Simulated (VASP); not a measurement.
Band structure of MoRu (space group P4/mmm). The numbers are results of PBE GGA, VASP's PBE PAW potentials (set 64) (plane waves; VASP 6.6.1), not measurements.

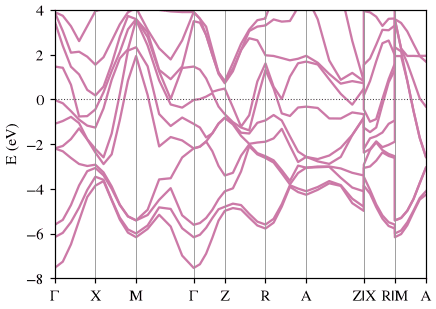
Figure: Bands along high-symmetry lines, zero at the valence-band maximum or, without a gap, the Fermi level

Q: Read the plot: is there a gap, and where are the band edges?

A: It has no gap at this level: it comes out as a metal or semimetal.

The structure was generated: MoRu was put into an ordered model structure, which need not be its known phase. The cell was not relaxed at this level.
